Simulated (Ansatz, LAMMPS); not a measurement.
# Structural relaxation of Li+ triflate in fluoroethylene carbonate, from a frame at 350 K (78 atoms)

How does Li+ triflate in fluoroethylene carbonate, from a frame at 350 K (78 atoms) relax, and what do bonds, charges and levels look like afterwards?

Main program and level: Ansatz 0.2.0; Kohn-Sham DFT, PBEsol, PAW (set soft_2), plane waves.

### Step 1. The structure

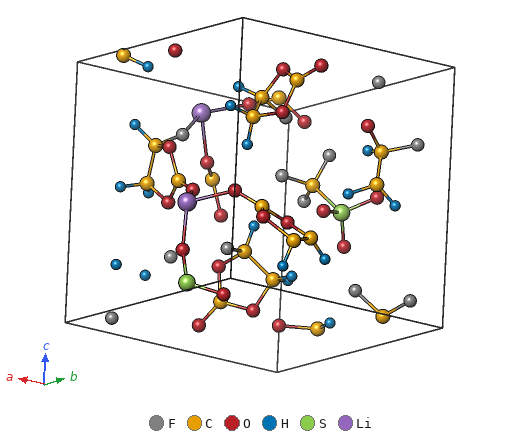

The starting structure, seen from a free direction (fluorine grey, carbon orange, oxygen red, hydrogen blue, sulfur green, lithium purple). Bonds to atoms that aren't drawn are left out.

The cell holds 78 atoms: 12 F, 20 C, 24 O, 18 H, 2 S and 2 Li. Cell: a = 10.025 Å, b = 10.025 Å, c = 10.025 Å, α = 90.0°, β = 90.0°, γ = 90.0°. 6 fluoroethylene carbonate, 2 Li+, 2 triflate placed at random, at 1.56 g/cm³; overlaps pushed apart, then 10 ps at 550 K with Joung-Cheatham ions (J. Phys. Chem. B 112, 9020 (2008)); MMFF94 bonds, angles, torsions, charges and radii (Halgren, J. Comput. Chem. 17, 490 (1996)) in harmonic and 12-6 forms; charges of ions scaled by 0.8. Snapshot after 30 ps at 350 K and fixed volume.

What the set-up can't give: The network of contacts between molecules at the start is that of the classical potential that made the cell. The functional has no dispersion term, which matters for the binding between molecules or layers. Sampling is at Γ alone, for a cell whose shortest periodic width is 10 Å.

### Step 2. Single point at the start

A single point comes first, to see the forces before anything moves.

Input file input.yaml:

```yaml
crystal:
  lattice:
    - [10.02494, 0.0, 0.0]
    - [0.0, 10.02494, 0.0]
    - [0.0, 0.0, 10.02494]
  atoms:
    - { symbol: F, position: [0.64022, 0.49938, 0.26822] }
    - { symbol: C, position: [0.51698, 0.44389, 0.28923] }
    - { symbol: C, position: [0.41429, 0.49237, 0.19296] }
    - { symbol: O, position: [0.44772, 0.42304, 0.0798] }
    [... 68 atom lines left out ...]
    - { symbol: C, position: [0.16968, 0.3868, 0.61879] }
    - { symbol: F, position: [0.3033, 0.37089, 0.63386] }
    - { symbol: F, position: [0.11266, 0.26412, 0.5901] }
    - { symbol: F, position: [0.11966, 0.41466, 0.73878] }
    - { symbol: Li, position: [0.51225, 0.13342, 0.87473] }
    - { symbol: Li, position: [0.90846, 0.59174, 0.37947] }
kpoints:
  mp_grid: { grid: [1, 1, 1] }
hamiltonian:
  xc: pbesol
scf:
  occupations: { method: gaussian, width: 0.025 }
output:
  forces: true
  stress: true
  populations: true
  dos:
    method: { smearing: { sigma: 0.1 } }
    de: 0.1
    projected: { site_lists: { C: [C], F: [F], H: [H], Li: [Li], O: [O] } }
  eigenvalues: true
```

Started as:

```console
> ansatz run input.yaml --threads 4 --pin off --max-ram 8192MiB --backend cpu --events-out ev --progress --plain --runs-dir out
```

Wall time 7.8 s (4 threads of Arm Neoverse V2, shared host); peak memory 1.1 GiB.

The run gave:

| Property | Result |
| --- | --- |
| free energy | -30438.2051 eV |
| free energy per atom | -390.2334 eV/atom |
| SCF cycles | 10 |
| pressure | 2.6 GPa |
| r.m.s. force component | 1.148 eV/Å |
| longest force | 4.462 eV/Å |
| Fermi energy | 2.015 eV |
| gap (highest filled to lowest empty level) | 4.163 eV |
| spilling of the projection | 0.01334 |

The r.m.s. force component of 1.1 eV/Å and the pressure of 2.6 GPa set the starting point.

Length of the force by element:

| element | coordination | atoms | mean length of the force (eV/Å) | spread | least | most |
| --- | --- | --- | --- | --- | --- | --- |
| C | all | 20 | 2.12 | 1.02 | 0.560 | 4.46 |
| F | all | 12 | 1.38 | 0.672 | 0.343 | 2.93 |
| H | all | 18 | 1.11 | 0.506 | 0.497 | 2.31 |
| Li | all | 2 | 0.292 | 0.101 | 0.191 | 0.393 |
| O | all | 24 | 2.07 | 0.968 | 0.409 | 3.81 |
| S | all | 2 | 2.76 | 0.737 | 2.03 | 3.50 |

### Step 3. Cell and atoms relaxed

Cell and atoms are freed together, to release stress as well as forces.

input.yaml, the sections that differ from step 2:

```yaml
output:
  forces: true
relax:
  f_tol: 0.03
  max_steps: 200
  cell: {}
# crystal, kpoints, hamiltonian, scf: as in step 2
```

It took 4 min on 4 threads; peak memory 1.2 GiB; 15 min of CPU time.

The steps of the relaxation (22 of 43):

| step | energy less that of the first step (eV) | largest force component (eV/Å) | pressure (GPa) | volume (Å³) |
| --- | --- | --- | --- | --- |
| 1 | 0.0000 | 3.4448 | 2.60 | 1007.50 |
| 3 | -4.1706 | 0.7686 | -0.44 | 1031.30 |
| 5 | -4.6347 | 0.4163 | -0.31 | 1022.67 |
| 7 | -4.7919 | 0.2585 | -0.28 | 1023.67 |
| 9 | -4.8506 | 0.5710 | -0.87 | 1030.87 |
| 11 | -4.9733 | 0.3441 | -0.05 | 1028.00 |
| 13 | -5.0319 | 0.2939 | -0.25 | 1030.87 |
| 15 | -5.1095 | 0.5190 | -0.06 | 1027.04 |
| 17 | -5.1476 | 0.3774 | 0.02 | 1029.15 |
| 19 | -5.2010 | 0.2156 | -0.34 | 1026.82 |
| 21 | -5.2498 | 0.0714 | -0.10 | 1022.56 |
| 23 | -5.2567 | 0.2195 | 0.26 | 1022.98 |
| 25 | -5.2694 | 0.0411 | -0.08 | 1022.71 |
| 27 | -5.2764 | 0.0539 | -0.08 | 1022.15 |
| 29 | -5.2821 | 0.0395 | -0.01 | 1021.17 |
| 31 | -5.2854 | 0.0328 | 0.00 | 1020.57 |
| 33 | -5.2857 | 0.0243 | 0.00 | 1020.62 |
| 35 | -5.3232 | 0.0449 | 0.00 | 1032.47 |
| 37 | -5.3157 | 0.0201 | 0.00 | 1034.65 |
| 39 | -5.3504 | 0.0157 | 0.02 | 1041.88 |
| 41 | -5.3836 | 0.0132 | 0.02 | 1044.63 |
| 43 | -5.3873 | 0.0188 | -0.01 | 1050.26 |

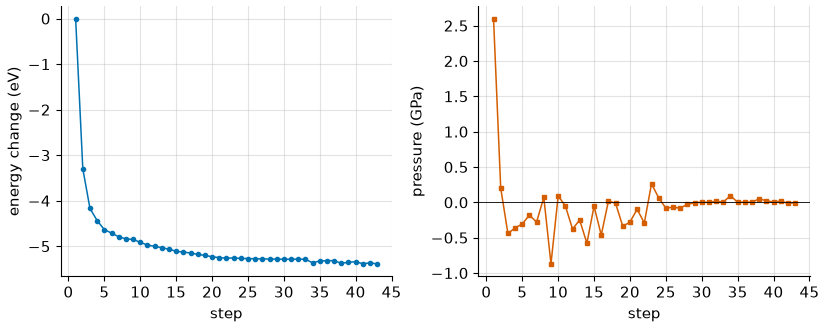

Energy and pressure along the relaxation.

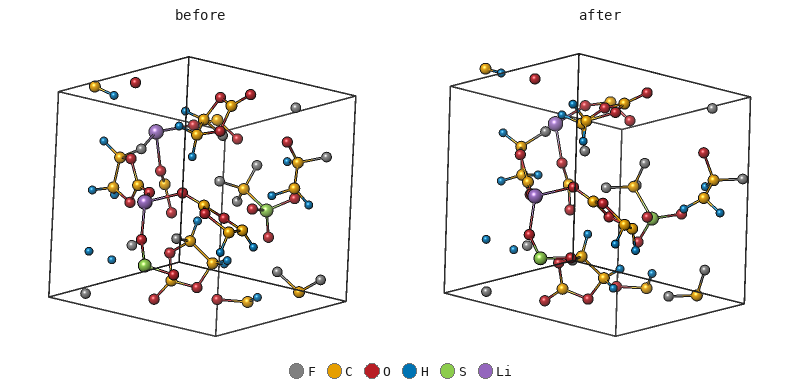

Before and after, at one scale. Bonds to atoms that aren't drawn are left out.

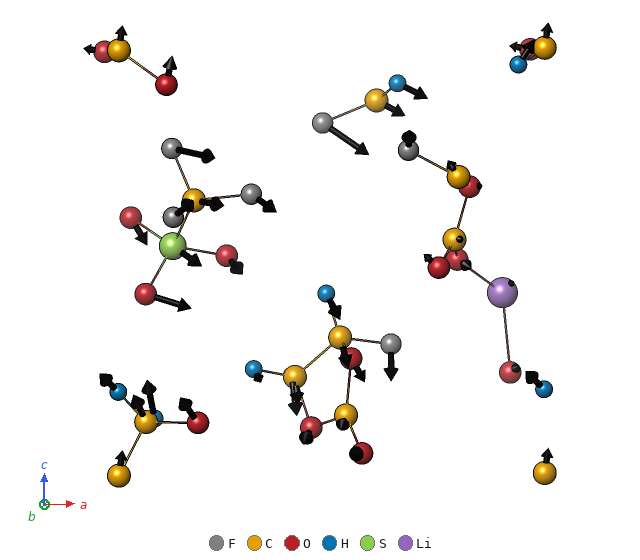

Displacements in the relaxation, scaled, measured against the changing cell; the longest in the cell stands for 2.19 Å. Drawn is a slice 4 Å thick, seen along the normal of the ac plane. Bonds to atoms that aren't drawn are left out.

| cell as run | before | after | change |
| --- | --- | --- | --- |
| a (Å) | 10.025 | 10.382 | +3.6 % |
| b (Å) | 10.025 | 10.026 | +0.0 % |
| c (Å) | 10.025 | 10.098 | +0.7 % |
| α (°) | 90.00 | 91.54 | +1.7 % |
| β (°) | 90.00 | 88.74 | -1.4 % |
| γ (°) | 90.00 | 88.96 | -1.2 % |
| volume (Å³/atom) | 12.92 | 13.46 | +4.2 % |

The atoms that moved most (Å, as changes of fractional coordinates times the final cell):

| atom | dx | dy | dz | length |
| --- | --- | --- | --- | --- |
| F76 | 1.594 | 1.432 | -0.467 | 2.193 |
| F31 | 1.546 | -0.379 | -1.063 | 1.914 |
| Li77 | -1.086 | -1.048 | 0.631 | 1.636 |
| H49 | -0.313 | -0.805 | 1.389 | 1.636 |
| H18 | -0.904 | 0.662 | -1.160 | 1.613 |
| H60 | -1.054 | 0.799 | 0.866 | 1.581 |
| H40 | 1.051 | 1.132 | 0.258 | 1.566 |
| O71 | 1.468 | -0.237 | -0.455 | 1.555 |

The relaxation changed the energy by -69.1 meV/atom, and atoms moved by 1.0 Å r.m.s., 2.2 Å at most.

### Step 4. Local order after relaxation

Density 1.50 g/cm³, 13.46 Å³ an atom.

Pair distribution functions g(r), in bins of 0.2 Å:

| r (Å) | total | O-O | O-C | O-H | O-F | O-Li | O-S |
| --- | --- | --- | --- | --- | --- | --- | --- |
| 1.00 | 1.30 | 0.00 | 0.00 | 0.00 | 0.00 | 0.00 | 0.00 |
| 1.20 | 1.31 | 0.00 | 3.48 | 0.00 | 0.00 | 0.00 | 0.00 |
| 1.40 | 3.01 | 0.00 | 10.95 | 0.00 | 0.00 | 0.00 | 24.00 |
| 1.60 | 0.35 | 0.00 | 0.00 | 0.00 | 0.00 | 0.00 | 0.00 |
| 1.80 | 0.33 | 0.00 | 0.00 | 0.00 | 0.00 | 0.00 | 0.00 |
| 2.00 | 1.10 | 0.00 | 0.00 | 4.27 | 0.00 | 18.45 | 0.00 |
| 2.20 | 1.79 | 5.15 | 0.17 | 0.78 | 1.71 | 0.00 | 0.00 |
| 2.40 | 0.96 | 1.43 | 1.77 | 0.85 | 0.00 | 0.00 | 0.00 |
| 2.60 | 0.40 | 0.00 | 0.76 | 0.70 | 0.00 | 0.00 | 0.00 |
| 2.80 | 0.49 | 0.18 | 0.00 | 1.21 | 0.18 | 0.00 | 0.00 |
| 3.00 | 0.88 | 0.78 | 0.29 | 0.76 | 2.58 | 0.00 | 0.00 |
| 3.20 | 1.02 | 0.98 | 0.51 | 1.79 | 1.69 | 0.81 | 0.00 |
| 3.40 | 0.82 | 0.86 | 1.88 | 0.66 | 0.25 | 2.29 | 0.00 |
| 3.60 | 0.62 | 0.45 | 0.80 | 0.81 | 1.10 | 1.35 | 0.00 |
| 3.80 | 0.71 | 0.40 | 0.49 | 0.60 | 1.81 | 1.24 | 1.24 |
| 4.00 | 1.12 | 1.18 | 0.76 | 1.39 | 2.08 | 1.09 | 1.61 |
| 4.20 | 0.90 | 0.91 | 0.69 | 1.32 | 0.66 | 2.53 | 0.50 |
| 4.40 | 1.13 | 0.38 | 1.52 | 1.15 | 1.41 | 0.47 | 1.76 |
| 4.60 | 1.00 | 0.89 | 1.04 | 0.91 | 0.90 | 0.00 | 0.83 |
| 4.80 | 0.82 | 0.64 | 0.87 | 0.88 | 0.50 | 0.00 | 0.76 |

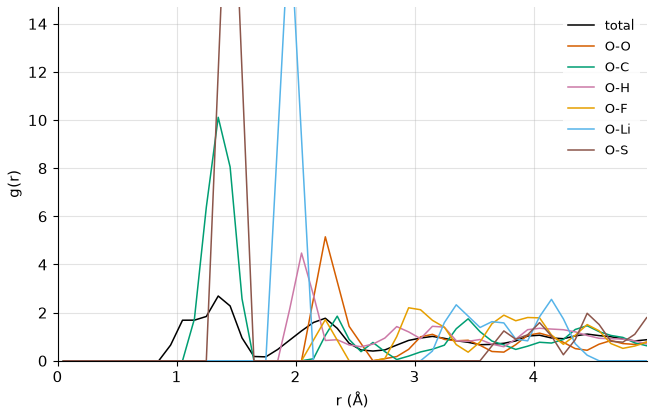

Pair distribution functions, lightly smoothed, with peaks cut at 14.

### Step 5. Single point at the relaxed geometry

One more single point at the end of the walk gives the fuller output and checks the residual forces.

Input file input.yaml:

```yaml
crystal:
  lattice:
    - [10.38073, 0.09366, 0.11289]
    - [0.09366, 10.02491, -0.13549]
    - [0.11289, -0.13549, 10.09621]
  atoms:
    - { symbol: F, position: [0.64287, 0.51318, 0.1523] }
    - { symbol: C, position: [0.54052, 0.4459, 0.20297] }
    - { symbol: C, position: [0.42161, 0.46435, 0.12013] }
    - { symbol: O, position: [0.4213, 0.34459, 0.03744] }
    [... 68 atom lines left out ...]
    - { symbol: C, position: [0.26342, 0.46291, 0.59547] }
    - { symbol: F, position: [0.37939, 0.40371, 0.57552] }
    - { symbol: F, position: [0.18017, 0.37066, 0.63471] }
    - { symbol: F, position: [0.27245, 0.55545, 0.69267] }
    - { symbol: Li, position: [0.40784, 0.0307, 0.93703] }
    - { symbol: Li, position: [0.92074, 0.58241, 0.39377] }
kpoints:
  mp_grid: { grid: [1, 1, 1] }
hamiltonian:
  xc: pbesol
scf:
  occupations: { method: gaussian, width: 0.025 }
output:
  forces: true
  stress: true
  populations: true
  dos:
    method: { smearing: { sigma: 0.08 } }
    de: 0.1
    projected: { site_lists: { C: [C], F: [F], H: [H], Li: [Li], O: [O] } }
  eigenvalues: true
  write_density: true
  write_potential: true
  volumetric_format: npy
  elf: true
```

The job ended after 8.9 s (4 threads; peak memory 1.2 GiB).

The program notes that the exchange-correlation potential is rough where the density is thin.

The run gave:

| Item | Value |
| --- | --- |
| free energy | -30443.5924 eV |
| free energy per atom | -390.3025 eV/atom |
| SCF cycles | 10 |
| pressure | -0.00841 GPa |
| r.m.s. force component | 0.00399 eV/Å |
| longest force | 0.02557 eV/Å |
| Fermi energy | 1.932 eV |
| gap (highest filled to lowest empty level) | 5.028 eV |
| spilling of the projection | 0.01329 |

Löwdin charges by element (they lack the spilled electrons, 0.059 e an atom on average):

| element | coordination | atoms | mean charge (e) | spread | least | most |
| --- | --- | --- | --- | --- | --- | --- |
| C | all | 20 | 0.365 | 0.335 | -0.104 | 0.727 |
| F | all | 12 | -0.240 | 0.0252 | -0.278 | -0.215 |
| H | all | 18 | 0.239 | 0.0069 | 0.225 | 0.254 |
| Li | all | 2 | 0.75 | 0.0041 | 0.746 | 0.754 |
| O | all | 24 | -0.425 | 0.220 | -0.812 | -0.231 |
| S | all | 2 | 2.28 | 0.0046 | 2.27 | 2.28 |

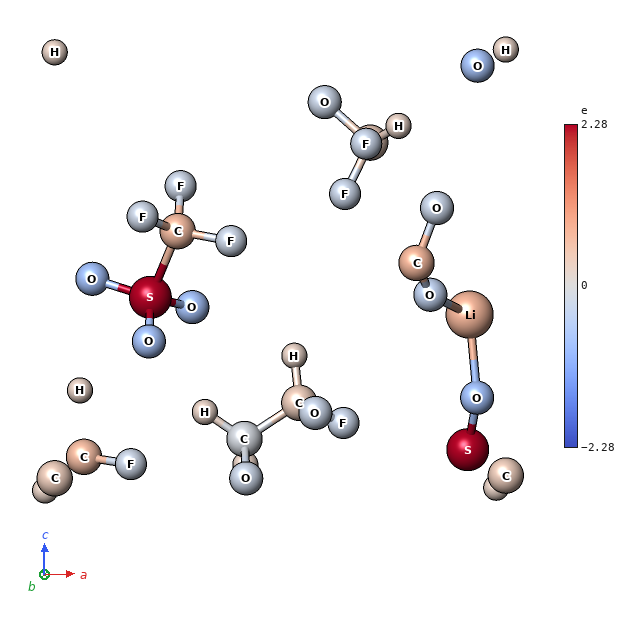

Atoms coloured by Löwdin charge. Drawn is a slice 5 Å thick, seen along the normal of the ac plane. Bonds to atoms that aren't drawn are left out.

States in the cell by windows of 1 eV, zero at the Fermi level; the larger projections on atomic orbitals stand beside the total:

| from (eV) | to (eV) | total | O p | C p | F p | H s | C s | O s |
| --- | --- | --- | --- | --- | --- | --- | --- | --- |
| -18 | -17 | 0.0 | 0.0 | 0.0 | 0.0 | 0.0 | 0.0 | 0.0 |
| -17 | -16 | 1.9 | 0.4 | 0.2 | 0.1 | 0.2 | 0.9 | 0.1 |
| -16 | -15 | 10.1 | 2.0 | 0.9 | 0.3 | 1.1 | 4.7 | 0.5 |
| -15 | -14 | 3.9 | 0.1 | 0.2 | 1.3 | 0.0 | 0.7 | 0.3 |
| -14 | -13 | 12.1 | 4.7 | 2.8 | 0.7 | 0.9 | 2.3 | 0.1 |
| -13 | -12 | 11.1 | 4.0 | 3.4 | 0.7 | 0.1 | 0.9 | 1.6 |
| -12 | -11 | 5.2 | 0.8 | 1.2 | 1.5 | 0.0 | 0.1 | 0.6 |
| -11 | -10 | 30.8 | 5.8 | 9.0 | 11.1 | 1.5 | 0.3 | 0.9 |
| -10 | -9 | 16.9 | 6.3 | 4.1 | 1.4 | 1.6 | 0.7 | 1.9 |
| -9 | -8 | 23.9 | 10.1 | 6.1 | 3.1 | 1.8 | 0.3 | 1.6 |
| -8 | -7 | 31.7 | 9.2 | 4.7 | 12.5 | 1.3 | 0.2 | 1.9 |
| -7 | -6 | 32.3 | 10.0 | 4.1 | 14.6 | 1.5 | 0.3 | 1.1 |
| -6 | -5 | 25.1 | 10.9 | 2.2 | 10.7 | 0.7 | 0.2 | 0.3 |
| -5 | -4 | 43.1 | 30.7 | 4.0 | 4.8 | 2.3 | 0.2 | 0.3 |
| -4 | -3 | 15.9 | 12.5 | 1.0 | 1.2 | 0.3 | 0.3 | 0.0 |
| -3 | -2 | 4.0 | 3.9 | 0.0 | 0.0 | 0.0 | 0.0 | 0.0 |
| -2 | 2 | 0.0 | 0.0 | 0.0 | 0.0 | 0.0 | 0.0 | 0.0 |
| 2 | 3 | 13.9 | 4.8 | 6.8 | 0.1 | 0.6 | 0.1 | 0.2 |
| 3 | 4 | 8.1 | 0.9 | 3.0 | 0.1 | 0.6 | 0.5 | 0.7 |
| 4 | 5 | 21.9 | 2.0 | 6.1 | 1.0 | 2.5 | 1.3 | 0.7 |

The curve was stored every 0.10 eV, coarse against its broadening of 0.08 eV, so these counts are rough.

Between -26 and -18 eV lie 45 more states.

About 31 of the 344 electrons lie in deeper levels, below the stored range.

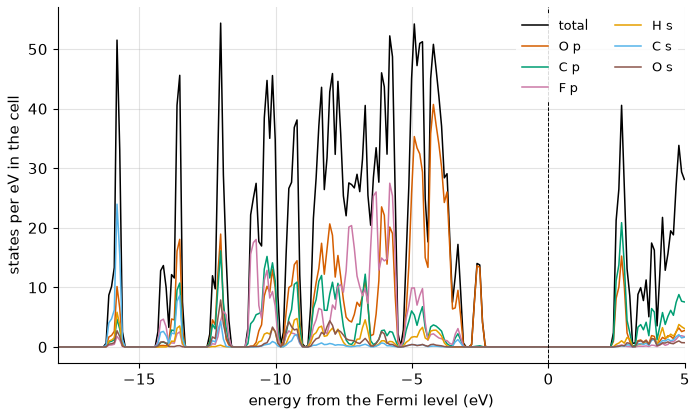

Total and projected density of states, with the broadening of the input.

Not all projections were asked for or kept, so they needn't add up to the total.

The levels nearest the highest filled one (over half full), pooled over k-points and spins:

| level less the highest filled one (eV) | occupation |
| --- | --- |
| -1.20 | 2 |
| -1.08 | 2 |
| -0.870 | 2 |
| -0.759 | 2 |
| -0.14 | 2 |
| 0 | 2 |
| 5.03 | 0 |
| 5.04 | 0 |
| 5.17 | 0 |
| 5.20 | 0 |
| 5.23 | 0 |
| 5.28 | 0 |

Mean Löwdin charges: C +0.36, F -0.24, H +0.24, Li +0.75, O -0.43, S +2.28 e (they miss 1.3 % of the electrons, so they add up to more than the cell's charge). The largest share in the top eV of filled states is O p (79 % of the projected weight), and in the lowest eV of empty states C p (52 % of the projected weight).

### Step 6. Outcome

| Property | Result |
| --- | --- |
| energy change in the relaxation | -69.07 meV/atom |
| r.m.s. displacement | 1.009 Å |
| largest displacement | 2.193 Å |
| free energy per atom | -390.3025 eV/atom |
| pressure | -0.00841 GPa |
| r.m.s. force component | 0.00399 eV/Å |
| gap (highest filled to lowest empty level) | 5.028 eV |
| wall time of the 3 DFT runs | 4.3 min |

**Reading.** Relaxation lowers the energy by 69.1 meV/atom and moves atoms by 1.0 Å r.m.s.; the r.m.s. force component goes from 1.1 to 0.0040 eV/Å, the pressure goes from 2.6 to -0.0084 GPa, and the gap from 4.16 to 5.03 eV. Displacements are taken in the final cell, so they leave out its strain. The functional lacks dispersion, which holds such a cell together, so the relaxed volume is likely too large. The cell grew by 4.2 % in volume. From the first step to the last the energy fell by 5.387 eV, and the largest move was 2.19 Å (F76). The highest filled and lowest empty levels differ by 5.03 eV (at Γ alone); a semilocal functional tends to put such gaps too low. In a disordered cell it changes from sample to sample and from frame to frame.

Caveats: The network of contacts between molecules at the start is that of the classical potential that made the cell; in DFT atoms moved by 1.0 Å r.m.s.

[Logs are printed without paths, hosts, clocks, repeated set-up lines and the standing remarks that a program may print on its own settings, such as how far it seeks lower states.]

[Hosts, paths, dates, database ids (printed as entryN), source tags and the programs' standing remarks are cut or masked in the printed files.]

[The MMFF94 radii named for the starting cell were scaled by 0.96; in molecules described by MMFF94, hydrogen bound to N, O or S took a small fixed 12-6 site in their place.]
